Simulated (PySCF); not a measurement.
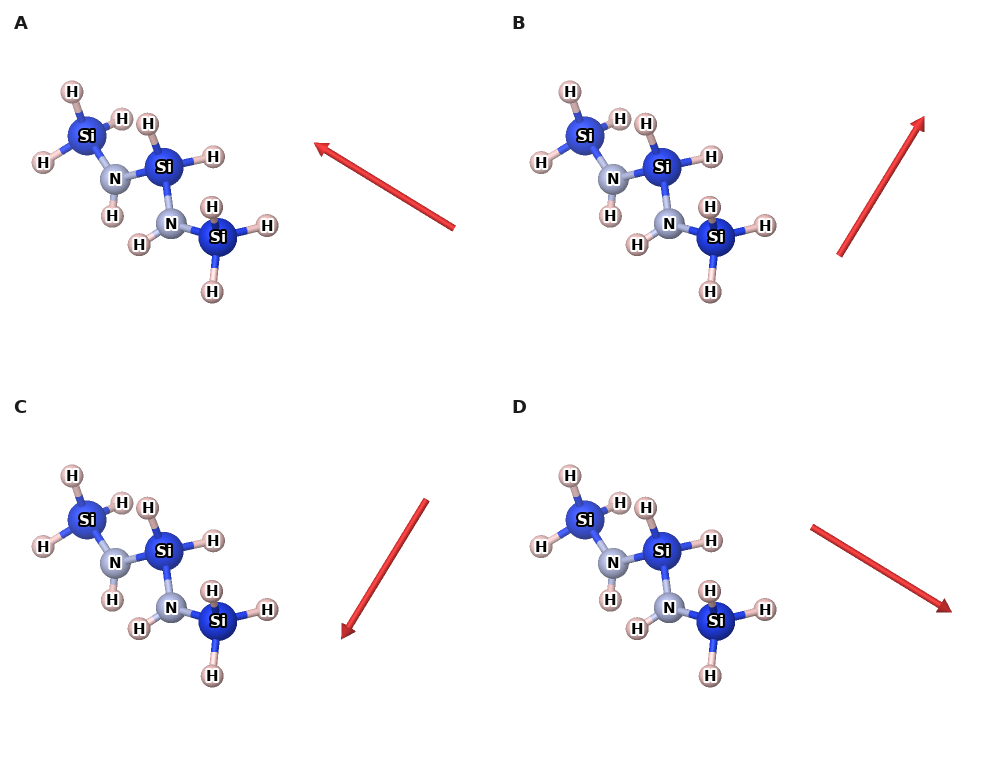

The same molecule four times, each with an arrow. The computed structure is the end point of a GFN2-xTB optimisation. No frequency run is at hand to confirm it as a minimum. Level of theory: PBE0/pcSseg-1, gas phase (PySCF 2.14.0).

**Which arrow points along the dipole moment, from the negative to the positive end?**

C. The dipole moment is 1.21 D.

The geometry is semi-empirical. Around Si such bond lengths and angles can be off by a tenth of an ångström or more and by several degrees, and values that hang on the shape move with them.
